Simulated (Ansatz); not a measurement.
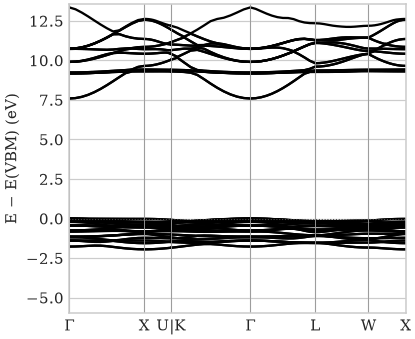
Fig. 1. Band structure from plane-wave PAW r²SCAN with spin–orbit coupling (Ansatz code)

Problem. Read off the gap and where the band edges lie.

Solution. About 7.6 eV (7.59 eV by a search for the band edges); maximum at Γ, minimum at Γ.

The material is Rb₂NaYF₆ in space group Fm-3m (No. 225; Rb on 8c, Na on 4b, Y on 4a, F on 24e).

The workflow started from a Materials Project entry (that database holds measured and hypothetical structures alike); the Crystallography Open Database files this formula in space group No. 225, but the cells were not matched. Whether it is the stable phase at ambient conditions was not checked. The r²SCAN relaxation kept the symmetry of its start; its stability against distortions is not shown here. The run is not spin-polarised.

Potentials: the later of the program's two PAW sets.
